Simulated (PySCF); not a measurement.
**Two runs on SiH₂OF₂**

System: SiH₂OF₂.
Method of run A: RKS B3LYP-D4/def2-TZVPP, density fitting (PySCF 2.14.0).

The geometry comes from this level: PBE0-D4/def2-TZVP. Text and figures count atoms from 1; the logs count them from 0 in places.

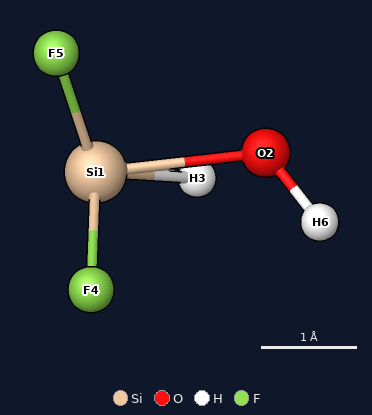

Figure 1. The input geometry (ball-and-stick view, seen at a tilt; atoms are numbered from 1 in the order of the input). Bond lengths as drawn: F–Si 1.59 to 1.60 Å, H–O 0.97 Å, H–Si 1.63 Å and O–Si 1.82 Å.

The input, run A:
```python
import json, numpy as np
from pyscf import gto, scf, dft, mp, cc
EV, BOHR = 27.211386245988, 0.529177210903
mol = gto.M(atom="""
Si -0.417331 0.409206 -0.546567
O 0.938084 -0.397163 0.354240
H 0.803126 -0.619816 -0.893162
F -1.691668 -0.174565 0.228069
F -0.336966 1.926627 -0.070644
H 0.704855 -1.144188 0.928064
""", basis="def2-tzvpp", charge=0, spin=0, max_memory=8670, verbose=0)
def mean_field(mol, dm=None):
    mf = dft.RKS(mol, xc="b3lypg").density_fit()
    mf.conv_tol = 1e-9; mf.grids.level = 4
    mf.kernel(dm0=dm)
    if not mf.converged: mf = mf.newton().run(mf.mo_coeff, mf.mo_occ)
    assert mf.converged
    return mf
def d4(mol):
    from pyscf.dispersion.dftd4 import DFTD4Dispersion
    real = gto.M(atom=[(mol.atom_pure_symbol(i), mol.atom_coord(i)) for i in range(6)], unit='B', charge=mol.charge, spin=None, basis='def2-svp', verbose=0)
    r = DFTD4Dispersion(real, xc="b3lyp", atm=True).get_dispersion(grad=True); return r["energy"], r["gradient"]
def energy_and_gradient(mol, dm=None):
    mf = mean_field(mol, dm); e, g = d4(mol)
    return mf, (mf.e_tot + e) * EV, (mf.nuc_grad_method().kernel()[:6] + g) * EV / BOHR
out = {}
mf = mean_field(mol); e = d4(mol)[0]
out.update(energy=(mf.e_tot + e) * EV, converged=True, dispersion=e * EV)
out['s2'] = mf.spin_square()[0]; out['nelec'] = mol.nelec
print(f"Total energy {out['energy']:.6f} eV, <S^2> {out['s2']:.4f}")
json.dump(out, open("out.json", "w"), default=float)
```

Launched with:
```bash
OMP_NUM_THREADS=4 python run.py
```

Hardware: 4 threads of Arm Neoverse V2, 23 GiB of memory available, shared host.

Output (run A):
```
Total energy -15397.140508 eV, <S^2> 0.0000
```

For run B the input was changed thus:
```diff
-Si -0.417331 0.409206 -0.546567
-O 0.938084 -0.397163 0.354240
-H 0.803126 -0.619816 -0.893162
-F -1.691668 -0.174565 0.228069
-F -0.336966 1.926627 -0.070644
-H 0.704855 -1.144188 0.928064
+Si -0.779589 1.260116 -0.259262
+O 0.981738 -0.008919 -0.253288
+H 0.634195 -0.904365 -0.359467
+F -1.619852 -0.140346 -0.240276
+F -0.497053 1.417047 1.341844
+H 1.308872 0.047959 0.654570
```

Predict how the results change.

With the same method and basis, run B lies 30.6 kcal/mol lower.

Output (run B):
```
Total energy -15398.465590 eV, <S^2> 0.0000
```

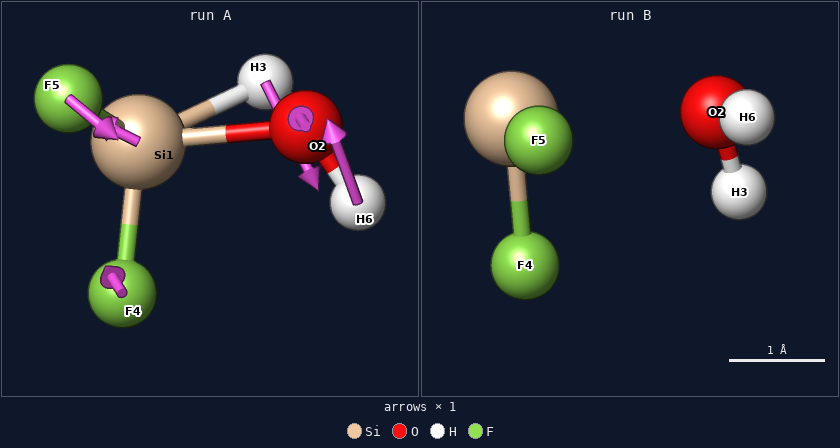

Figure 2. The two input geometries at one scale (ball-and-stick view, seen at a tilt). The pink arrows on the first give the shifts of the atoms after the best rigid fit, at true length. The largest move after the best rigid fit is that of H3, 1.30 Å. Largest moves by element: H 1.30 Å, F 0.76 Å, O 0.56 Å, Si 0.55 Å. Among the contacts that change: Si1–H3 1.634 → 2.587 Å, Si1–O2 1.816 → 2.171 Å, O2–H3 1.274 → 0.966 Å, Si1–F5 1.592 → 1.633 Å.

The two runs side by side:

| quantity | run A | run B |
| --- | --- | --- |
| outcome | converged | converged |
| total energy (hartree) | −565.834477 | −565.883173 |
| basis functions | 163 | 163 |
| wall time (shared host) | 6.5 s | 5.7 s |
